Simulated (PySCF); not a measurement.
```xyz
15

C     1.1447   -0.4377    0.7694
C     0.0605    0.0175   -0.2299
C    -0.8004    1.1229    0.4159
C    -0.8309   -1.1759   -0.5942
C     0.6928    0.5308   -1.4564
Cl    1.6894    1.8343   -1.6379
H     0.6745   -0.8294    1.6688
H     1.7616   -1.2159    0.3281
H     1.7835    0.3982    1.0433
H    -1.5674    1.4576   -0.2778
H    -0.1821    1.9750    0.6877
H    -1.2821    0.7373    1.3118
H    -1.2919   -1.5843    0.3016
H    -1.6141   -0.8676   -1.2813
H    -0.2425   -1.9548   -1.0711
```

Geometry: GFN2-xTB.

The calculation used PySCF, UKS B3LYP, pcH-1 on C Cl H, non-relativistic, mean-field spin-orbit, GIAO.

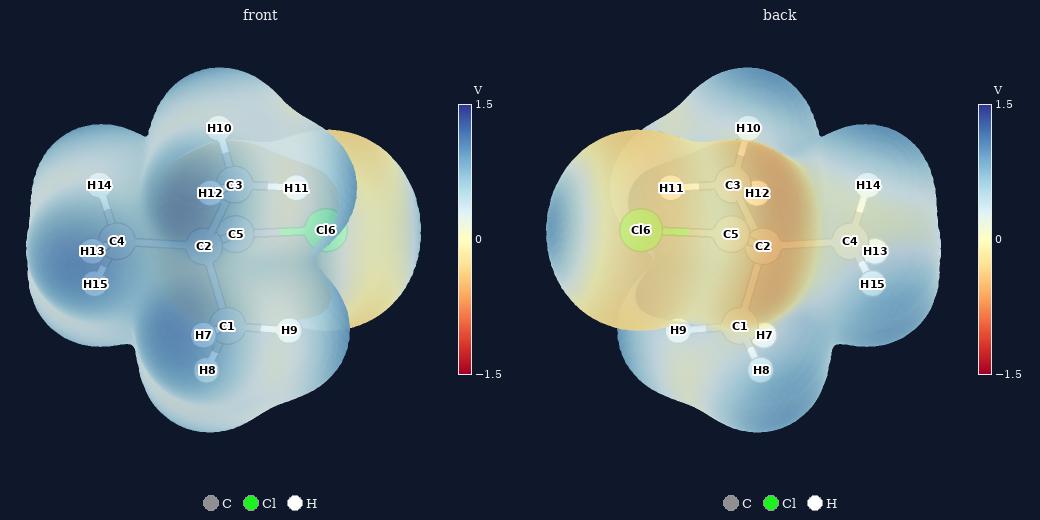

C5H9Cl (triplet). The molecular electrostatic potential painted on the density surface at 0.004 e/bohr³, seen from the front and from behind; red is negative and blue positive.

**Where is the surface potential most negative and most positive?**

The most negative region (about −0.5 V, or −12 kcal/mol for a unit charge) lies over C5, the most positive (about +1.1 V, or +25 kcal/mol for a unit charge) over H7, H12 and H13. Cl6 shows a σ-hole: about +0.9 V, or +21 kcal/mol for a unit charge at the tip opposite its bond, against about −0.1 V on its flanks.
